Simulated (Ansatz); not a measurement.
System: CH4ClNSi.

Input file:

```
crystal:
  periodic: [false, false, false]
  atoms:
    - {symbol: N, position_ang: [-0.133963, 1.454717, -0.961907]}
    - {symbol: C, position_ang: [-0.418521, 0.335375, -0.490032]}
    - {symbol: Si, position_ang: [0.653358, -0.598331, 0.760326]}
    - {symbol: Cl, position_ang: [-1.899099, -0.560559, -0.931261]}
    - {symbol: H, position_ang: [-0.820556, 1.817518, -1.623873]}
    - {symbol: H, position_ang: [1.022560, -1.900497, 0.155691]}
    - {symbol: H, position_ang: [-0.163537, -0.822565, 1.976881]}
    - {symbol: H, position_ang: [1.851856, 0.217343, 1.058375]}
basis:
  gaussian: {orbitals: def2-TZVPP}
hamiltonian: {xc: pbe0, dispersion: d4}
output: {orbitals: {seedname: orbitals}}
```

Launched as:

```sh
ansatz run in.yaml --threads 2 --pin off --events-out ev --progress --plain --max-ram 4352MiB
```

Geometry: PBE0-D4/def2-TZVP.

These are results of Ansatz 0.2.0, RKS PBE0-D4/def2-TZVPP, not measurements.

### Predict the electron density and electron localisation function between the atoms.

C–N (1.25 Å): ρ is about 3 e/Å³ halfway; the ELF peaks at about 0.90 between the atoms; a multiple bond.
C–Cl (1.79 Å): the density is about 1.3 e/Å³ at the midpoint; the ELF peaks at about 0.85 between the atoms: localised, covalent bonding.
C–Si (1.89 Å): ρ is about 0.95 e/Å³ halfway; the ELF peaks at about 1 between the atoms: localised, covalent bonding.
N–H (1.02 Å): the density is about 2.9 e/Å³ at the midpoint; the ELF climbs to about 1 towards the hydrogen, as it does in any bond to H: an ordinary covalent bond to hydrogen.

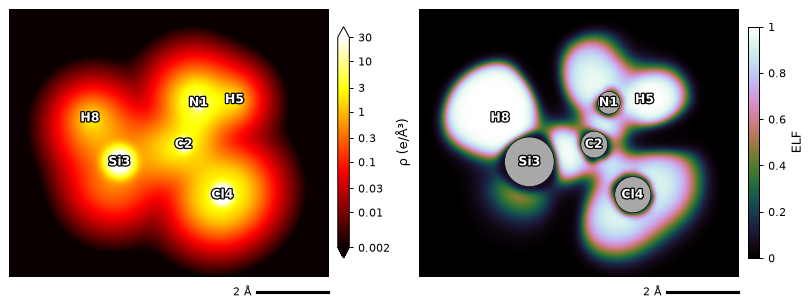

Computed electron density and electron localisation function on the plane of atoms N1, C2 and Si3, in this order. Grey discs cover the atomic cores in the ELF map. 
